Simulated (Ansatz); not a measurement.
# Phonons of KTaO3 (Pm-3m) against volume, part 3 of 3

Aim: how do the optical modes of KTaO3 (Pm-3m) move with volume?

Ansatz 0.2.0; DFT LDA, scalar-relativistic, plane waves, PAW; PAW set soft_1.

So far, mean high-frequency dielectric constant: step 4 (modes at rest) 5.43; step 6 (volume ratio 1.06) 5.56.

## Step 7: Ground state of a member: 0.9 times the volume at rest

The cell is set to 0.9 times the volume at rest; symmetry leaves nothing else free, so this is a single point.

input.yaml

```yaml
crystal:
  lattice:
    - [3.8149926643, 0.0, 0.0]
    - [0.0, 3.8149926643, 0.0]
    - [0.0, 0.0, 3.8149926643]
  atoms:
    - { symbol: O, position: [0.5, 0.0, 0.0] }
    - { symbol: O, position: [0.0, 0.5, 0.0] }
    - { symbol: O, position: [0.0, 0.0, 0.5] }
    - { symbol: K, position: [0.5, 0.5, 0.5] }
    - { symbol: Ta, position: [0.0, 0.0, 0.0] }
kpoints:
  mp_grid: { grid: [8, 8, 8] }
hamiltonian:
  xc: lda
  pseudopotentials: { kind: paw, azcp: { folder: soft_1 }, xc_functional: pbe }
scf:
  occupations: { method: fixed }
output:
  forces: true
  stress: true
  eigenvalues: true
```

Started as:

```
ansatz run input.yaml --threads 8 --pin off --max-ram 16384MiB --backend cpu --events-out ev --progress --plain --runs-dir out
```

Numbers of over 12 decimals in the logs are rounded to 6 here.

The log of the run:

```text
[...]
Crystal: 5 atoms, lattice volume = 55.524 Å³
Basis set: ecut = 420 eV, 1045 PW (Γ)
Bands: 25, of which v1, the nominal top of the filled ones, is band 20 counted from 1 (19 counted from 0)
Symmetry: 48 space group operations
[...]
k-points: 35 of 512
[...]
k-point 0: bands = [... 16 lower, 8.9890, 9.7851, 9.7851, 9.7851, 12.6254, 12.6254, 12.6254, 17.7825, ... 1 higher]
  k-point 1: bands = [... 16 lower, 8.8864, 9.1991, 9.6969, 9.6969, 12.6583, 13.2184, 13.2184, 18.0921, ... 1 higher]
  k-point 2: bands = [... 16 lower, 8.4151, 8.6547, 9.6071, 9.6071, 12.7405, 14.4592, 14.4592, 18.7604, ... 1 higher]
  k-point 34: bands = [... 16 lower, 5.9698, 10.2876, 10.2876, 10.2876, 17.9965, 17.9965, 17.9965, 19.4010, ... 1 higher]
[key lines of the parts left out:]
SCF converged after 8 iterations
Free energy (F): -12851.312638 eV
Fermi energy:    10.287633 eV
P = ⅓ Tr σ = 29.1157 GPa (291.157 kbar)
```

Wall time 1.2 s (8 threads of Arm Neoverse N1, shared host); peak memory 0.39 GiB; 6.5 s of CPU time.

Numbers from this step:

| Item | Value |
| --- | --- |
| pressure | 29.12 GPa |
| gap on the k-mesh | 2.338 eV |
| volume per atom | 11.10 Å³ |

The forces vanish by symmetry, at a pressure of 29.12 GPa.

## Step 8: Modes of this member: 0.9 times the volume at rest

The zone-centre modes follow for 0.9 times the volume at rest, with the response to a field.

Edit input.yaml of step 7 so:

```diff
@@ -19,4 +19,6 @@
 output:
-  forces: true
-  stress: true
   eigenvalues: true
+phonons:
+  method: dfpt
+  dielectric: true
+  rigid_motions: translations
```

The log of the run:

```text
[...]
Crystal: 5 atoms, lattice volume = 55.524 Å³
Basis set: ecut = 420 eV, 1045 PW (Γ), exchange–correlation on 54×54×54 points (8 copies of the dense FFT grid, shifted against one another)
Bands: 25, of which v1, the nominal top of the filled ones, is band 20 counted from 1 (19 counted from 0)
Symmetry: 48 space group operations
k-points: 170 of 512 (irreducible under 2 space group operations, time reversal used)
[...]
optical modes at Γ + LO–TO along q̂ = [1.0000, 0.0000, 0.0000]:
      ω (cm⁻¹)  modes    IR ((D/Å)²/amu)
[...]
optical modes at Γ + LO–TO along q̂ = [0.0000, 1.0000, 0.0000]:
      ω (cm⁻¹)  modes    IR ((D/Å)²/amu)
[...]
optical modes at Γ + LO–TO along q̂ = [0.0000, 0.0000, 1.0000]:
      ω (cm⁻¹)  modes    IR ((D/Å)²/amu)
[...]
225.74      2            12.2727
        381.66      1             7.8824
        730.24      2            91.1280
        985.43      1            69.2759
[key lines of the parts left out:]
SCF converged after 9 iterations
Free energy (F): -12851.312640 eV
Fermi energy:    10.287638 eV
```

Elapsed: 45 s, on 8 threads; peak memory 1.2 GiB.

Numbers from this step:

* sum-rule residual before enforcement: 1.21e-4 eV/Å²
* miss of the charge sum rule: 0.002126 e
* estimated error of the dielectric tensor: 0.01422
* estimated error of the Born charges: 0.03889 e
* highest optical mode at the zone centre (no LO-TO term): 730.2 cm⁻¹
* lowest optical zone-centre mode: 103.6 cm⁻¹
* mean high-frequency dielectric constant: 5.280
* largest Born charge (third of the trace): 8.644 e
* mean static dielectric constant: 105.1
* top of the zone-centre spectrum with the field: 985.4 cm⁻¹

Without the LO-TO term. Patterns of degenerate modes are one choice out of their space. Modes at Γ, with each element's share of the kinetic energy:

| mode | frequency (cm⁻¹) | symmetry | O % | K % | Ta % |
| --- | --- | --- | --- | --- | --- |
| 1 | 0.0 | acoustic | 18 | 15 | 68 |
| 2 | 0.0 | acoustic | 18 | 15 | 68 |
| 3 | 0.0 | acoustic | 18 | 15 | 68 |
| 4 | 103.6 | T1u | 67 | 7 | 26 |
| 5 | 103.6 | T1u | 67 | 7 | 26 |
| 6 | 103.6 | T1u | 67 | 7 | 26 |
| 7 | 187.7 | T2u | 100 | 0 | 0 |
| 8 | 187.7 | T2u | 100 | 0 | 0 |
| 9 | 187.7 | T2u | 100 | 0 | 0 |
| 10 | 225.7 | T1u | 17 | 79 | 4 |
| 11 | 225.7 | T1u | 17 | 79 | 4 |
| 12 | 225.7 | T1u | 17 | 79 | 4 |
| 13 | 730.2 | T1u | 98 | 0 | 2 |
| 14 | 730.2 | T1u | 98 | 0 | 2 |
| 15 | 730.2 | T1u | 98 | 0 | 2 |

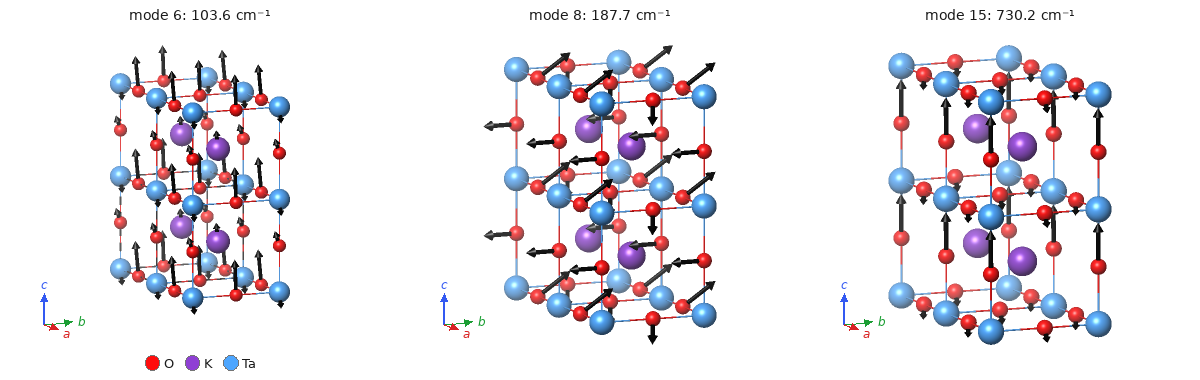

Displacement patterns of modes 6, 8 and 15 at Γ; arrows are exaggerated. 2×1×2 cells are drawn. Some periodic images of atoms are drawn too.

Transverse modes. Infrared lines, with heights relative to the strongest:

```
position (cm⁻¹)  label  relative intensity
            104    T1u                  56
            188    T2u                 0.0
            226    T1u                  13
            730    T1u                 100
```

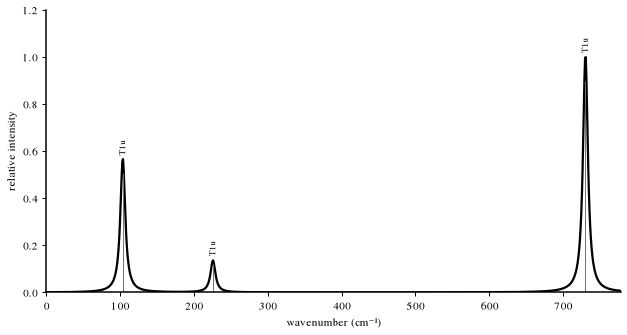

The infrared spectrum, broadened with Lorentzians of width 8 cm⁻¹; bars mark the lines.

Without the LO-TO term the lowest optical mode is real, 104 cm⁻¹, and the highest lies at 730.2 cm⁻¹.

Between step 4 and this run (volume ratio 0.9) the value for the mean high-frequency dielectric constant moves from 5.43 to 5.28 (-3 %).

## Step 9: The series together

The members are set side by side, also those not shown above.

Each row is one cell with its response, relaxed at fixed volume as far as symmetry leaves anything free; energies are extrapolated to zero smearing, and E0 is that at rest; imaginary frequencies occur in the series; shape and atoms are relaxed in each cell where symmetry leaves them free. State of the crystal along the series:

```csv
volume ratio,V (Å³/atom),pressure (GPa),E - E0 (meV/atom),gap on mesh (eV),ε∞,ε0,"largest Born charge in size, a third of the trace (e)","top mode with the field, highest of q along x, y and z (cm⁻¹)"
0.9,11.11,29.12,102,2.338,5.28,105.1,8.644,985.4
0.92,11.35,21.95,62.77,2.299,5.305,84.83,8.652,949.8
0.94,11.6,15.54,33.97,2.259,5.333,81.52,8.663,915.4
0.96,11.85,9.784,14.54,2.218,5.364,88.15,8.677,882.1
0.98,12.09,4.625,3.552,2.179,5.397,107.9,8.694,850
0.99,12.21,2.249,0.8803,2.158,5.415,127.5,8.702,834.3
1,12.34,-0.001599,0,2.138,5.434,161.8,8.719,819.2
1.02,12.59,-4.151,3.274,2.097,5.473,457.3,8.733,788.7
1.04,12.83,-7.87,12.6,2.057,5.516,-,8.756,759.5
1.06,13.08,-11.2,27.34,2.016,5.561,-,8.78,731.1
```

Without the LO-TO term; each mode is tracked from rest by its pattern, and modes that stay within 0.3 cm⁻¹ of each other stand once; imaginary frequencies occur in the series; shape and atoms are relaxed in each cell where symmetry leaves them free. Optical modes along the series:

```csv
V (Å³/atom),mode 4 T1u (cm⁻¹),mode 7 T1u (cm⁻¹),mode 10 T2u (cm⁻¹),mode 13 T1u (cm⁻¹)
11.11,103.6,225.7,187.7,730.2
11.35,121,216.7,205.2,691.5
11.6,128.9,207.7,219.1,654.5
11.85,129.1,198.8,230.5,619.3
12.09,121.2,189.9,239.9,586.3
12.21,113.5,185.6,244,570.6
12.34,102.5,181.3,247.7,555.6
12.59,62.61,173.1,254.2,527.7
12.83,-70.98,165.6,259.6,502.7
13.08,-127.3,158.5,264.2,481
```

From cubic fits (parabolas where under five rows exist) of ln ω and P against ln V through the rows within about 4 % of rest: γ = −d ln ω / d ln V and dω/dP = γ ω / B. Slopes at rest:

| mode | fitted frequency at rest (cm⁻¹) | Grüneisen parameter γ | dω/dP (cm⁻¹/GPa) |
| --- | --- | --- | --- |
| mode 7 T1u | 181.3 | 2.33 | 1.92 |
| mode 10 T2u | 247.7 | -1.43 | -1.62 |
| mode 13 T1u | 555.5 | 2.64 | 6.7 |

## Step 10: Summary of results

| Quantity | Value |
| --- | --- |
| members | 10 |
| highest optical mode at the zone centre (no LO-TO term), at rest | 555.6 cm⁻¹ |
| bulk modulus at rest | 219 GPa |
| mode 7 T1u, γ | 2.33 |
| mode 10 T2u, γ | -1.43 |
| mode 13 T1u, γ | 2.64 |

In words: The series spans -11.2 to 29.1 GPa, and the slope at rest gives a bulk modulus of 219 GPa. Among the modes in the table of slopes γ runs from -1.43 (mode 10 T2u) to 2.64 (mode 13 T1u). A negative γ means that the mode softens under pressure. ε∞ is 5.43 at rest, with d ln ε∞ / d ln V = 0.35. A mode is imaginary at volume ratio 1.04 and 1.06, where this structure is not a minimum. One k mesh and one cutoff serve the ground states and modes of all volumes; the field response picks its own mesh. These are harmonic frequencies at zero temperature: anharmonic shifts, linewidths and thermal expansion are left out. Spin-orbit coupling is left out, which can matter for the heavy elements here. The PAW files were made for PBE; the program adapts parts of them to the functional of the run, but their partial waves stay those of PBE, an approximation that was not tested in this session. Only the zone centre was solved, so an instability at another wavevector cannot show here.

[Logs are printed without paths, hosts, clocks, repeated set-up lines and the standing remarks that a program may print on its own settings, such as how far it seeks lower states.]

[Hosts, paths, dates, database ids (printed as entryN), source tags and the programs' standing remarks are cut or masked in the printed files.]
